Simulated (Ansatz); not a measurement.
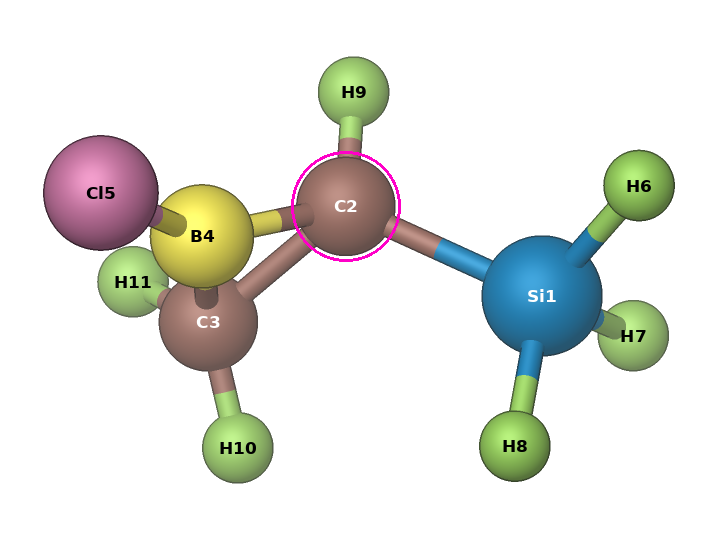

Distant atoms are faded towards the background colour. Circles mark the stereogenic atoms. The computed structure is the end point of a PBE0-D4/def2-TZVP optimisation. No frequency run is at hand to confirm it as a minimum.

Q: What are the Cahn–Ingold–Prelog descriptors?

A: C2: R (priorities Si1 > C3 > B4 > H9).
